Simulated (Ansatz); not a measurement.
## Frozen-phonon scan for ScAl3 (Cu3Au type)

Relaxed ScAl₃ (Cu3Au type):

```
ScAl3
1.0
    4.10550     0.00000     0.00000
    0.00000     4.10550     0.00000
    0.00000     0.00000     4.10550
Al Sc
3 1
Direct
  0.00000   0.50000   0.50000
  0.50000   0.50000   0.00000
  0.50000   0.00000   0.50000
  0.00000   0.00000   0.00000
```

The atoms are displaced by Q × the pattern below (from a DFPT mode at Γ, largest move 1; Q in Å), at fixed cell. It is one choice among 3 degenerate patterns.

| atom | x | y | z |
|---|---|---|---|
| Al1 | 0.000 | 0.000 | -1.000 |
| Al2 | 0.000 | 0.000 | 0.427 |
| Al3 | 0.000 | 0.000 | -1.000 |
| Sc4 | 0.000 | 0.000 | 0.944 |

Level of theory: PBE (plane waves to 420 eV, PAW, scalar-relativistic; Ansatz, a quantum-chemistry and plane-wave program). k mesh 11×11×11 (Γ-centred), Fermi-Dirac smearing 0.05 eV. The energy includes the smearing's −TS. With partly filled bands, energies and forces of such displacements shift with the k mesh and the smearing. ScAl3 is run without spin polarisation. ScAl3 was relaxed with its symmetry unable to fall. The zero of ΔE is the undisplaced structure.

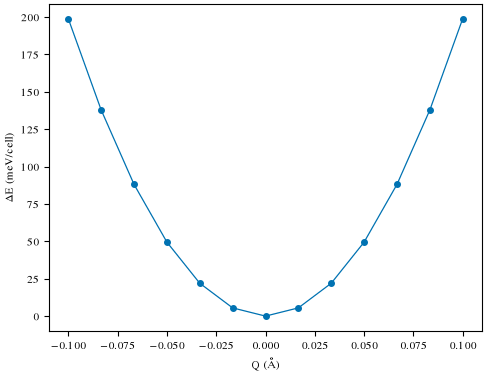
ΔE (meV/cell) against Q (Å); computed points joined by lines.

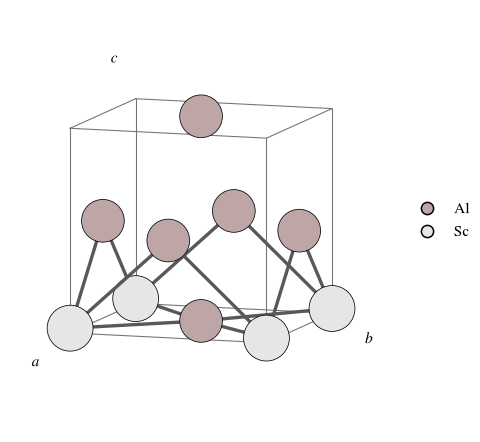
The cell of the calculation at Q = 0.100 Å.

The energy at Q = 0.100 Å is 199 meV/cell. Symmetry of the curve: even: the same for both signs. Space group of the distorted cell: P4mm (No. 99), lowered from Pm-3m. Harmonic wavenumber from the curvature (finite differences): 330 cm⁻¹. Shape of the curve: a single well with its minimum at or next to zero displacement.

E″ = 39.52 eV/Å², M = Σ mᵢ|uᵢ|² = 99.0 u, ν̃ = 521.5·√(|E″|/M).

(For displaced atoms, the force is minus the slope of the energy, and its curvature is a force constant, which sets phonon frequencies.)
